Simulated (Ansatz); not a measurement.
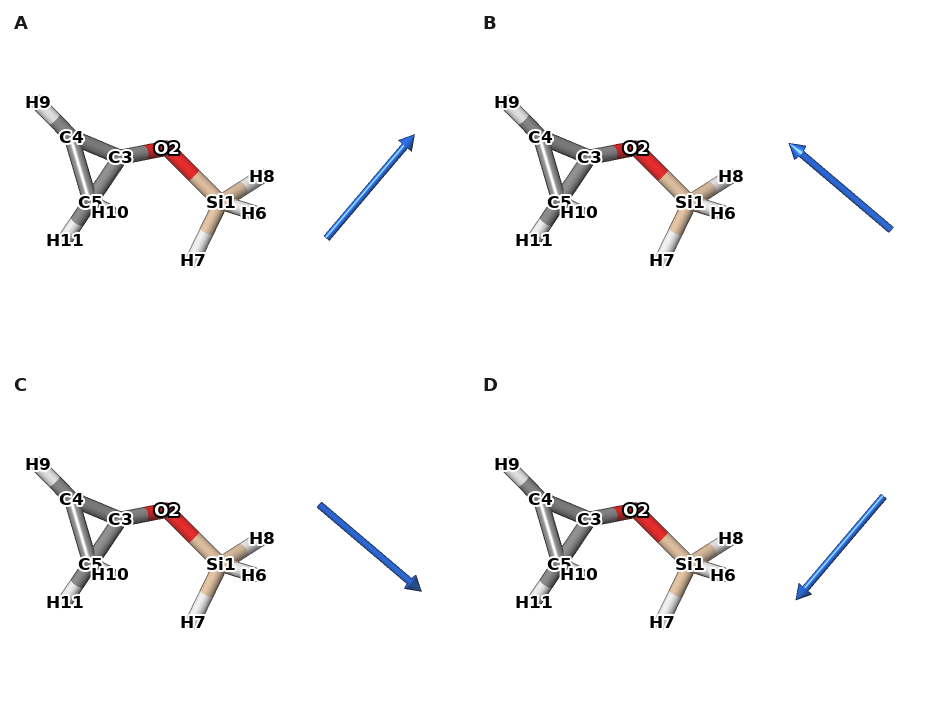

The same molecule four times, each with an arrow. The geometry was computed by an optimisation with PBE-D4/def2-SVP. No frequency run is at hand to confirm it as a minimum. Properties computed with RKS PBE-D4/def2-SVP (Ansatz 0.2.0).

**Which arrow points along the dipole moment, from the negative to the positive end?**

C. The dipole moment is 1.13 D; it points from the side of H9 to the side of H6, H7, H8 (the outermost atoms at the two ends).
